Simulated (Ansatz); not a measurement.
CH4O3W (SMILES [CH3][W](=[O])(=[O])[OH])

Input file:

```
crystal:
  periodic: [false, false, false]
  atoms:
    - {symbol: C, position_ang: [-0.918768, -0.850699, -0.553198]}
    - {symbol: O, position_ang: [1.429837, -0.789377, 1.359121]}
    - {symbol: O, position_ang: [1.826185, 0.240904, -1.185716]}
    - {symbol: O, position_ang: [0.237103, 1.916503, 0.722838]}
    - {symbol: W, position_ang: [0.762883, 0.204328, 0.146246]}
    - {symbol: H, position_ang: [-0.626357, -1.846067, -0.922109]}
    - {symbol: H, position_ang: [-1.649606, -0.978909, 0.262305]}
    - {symbol: H, position_ang: [-1.388245, -0.294053, -1.381122]}
    - {symbol: H, position_ang: [0.326969, 2.397379, 1.551635]}
basis:
  gaussian:
    orbitals: def2-TZVPD
magnetization:
  spin_polarized: false
hamiltonian:
  xc: {name: PBE0}
output: {forces: true, orbitals: {seedname: orbitals}}
```

Command:

```sh
ansatz run input.yaml --threads 2 --pin off --max-ram 5220MiB --events-out events.jsonl --progress --plain --runs-dir runs
```

Geometry: PBE0-D4/def2-SVP; core potentials replace the inner electrons of W.

Computed with isolated molecule in a Gaussian basis; Kohn-Sham density functional theory, functional PBE0 in Ansatz.

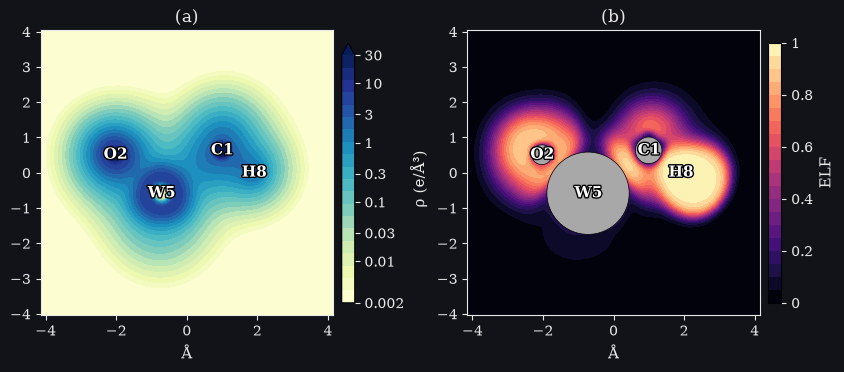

Figure 1. (a) electron density; (b) ELF on the plane of atoms C1, W5 and O2. Grey discs cover the atomic cores in the ELF map.

Question: Read the bonding off the picture.

Answer: The plane passes through C, O, W and H nuclei. W–O (1.70 Å): ρ at the midpoint is about 1.8 e/Å³; the ELF peaks at about 0.80 in the valence shell of O, 0.5 Å from its nucleus, and drops to about 0.35 between the two atoms. C–W (2.10 Å): ρ is about 0.93 e/Å³ halfway; the ELF peaks at about 0.90 in the valence shell of C, 0.7 Å from its nucleus, and is about 0.55 at the midpoint. C–H (1.10 Å): ρ at the midpoint is about 1.9 e/Å³; the ELF climbs to about 1 towards the hydrogen, as it does in any bond to H; an ordinary covalent bond to hydrogen.

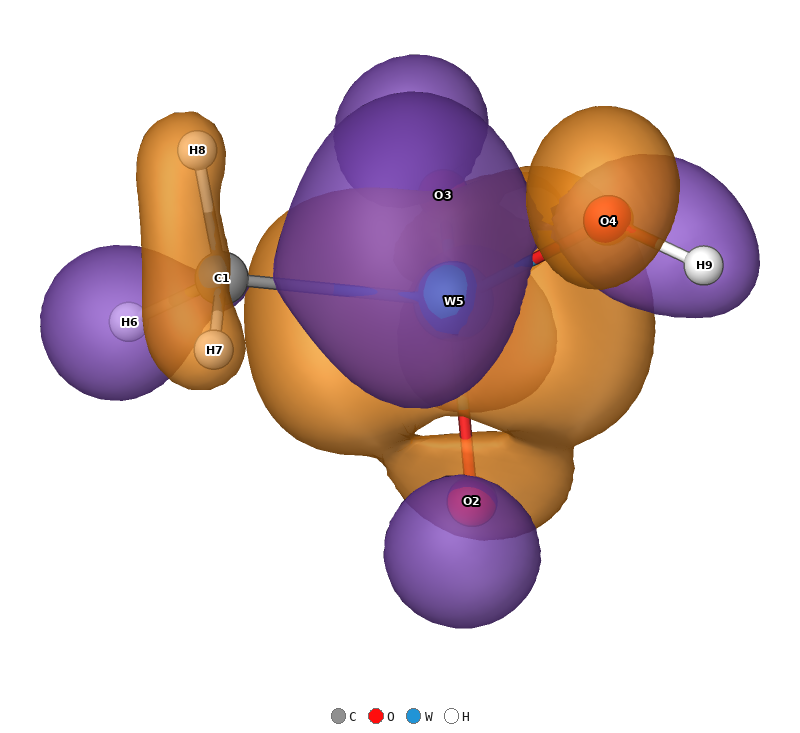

Figure 2. The LUMO at ±0.08 Å⁻³ᐟ² (orange and purple are the two phases), seen from one side.

Question: What is the character of this orbital?

Answer: Its weight (Hirshfeld) is mainly on W5 (about 60 %), O4 (about 10 %), O3 (about 10 %) and O2 (about 10 %). Its energy is −1.94 eV.

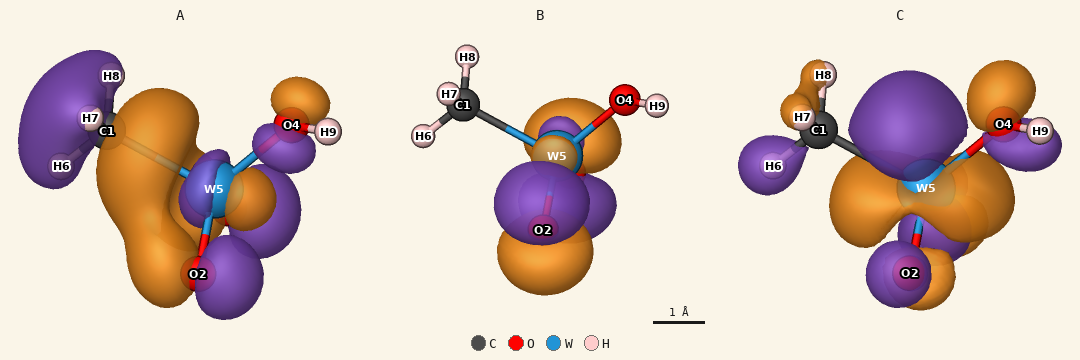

Figure 3. Three frontier orbitals at ±0.1 Å⁻³ᐟ² (orange and purple are the two phases), in no order.

Question: Order the three orbitals by energy and name them.

Answer: A is the HOMO−1 (−9.20 eV). Its weight (Hirshfeld) is mainly on C1 (about 30 %), O3 (about 20 %), W5 (about 20 %) and O2 (about 15 %). B is the HOMO (−8.85 eV). It lies mainly on O3 (about 45 %) and O2 (about 40 %); largely a combination of lone pairs on O3 and O2. C is the LUMO (−1.94 eV). Its weight (Hirshfeld) is mainly on W5 (about 60 %), O4 (about 10 %), O3 (about 10 %) and O2 (about 10 %).

Question: What is the HOMO–LUMO gap?

Answer: 6.91 eV between the orbital energies.
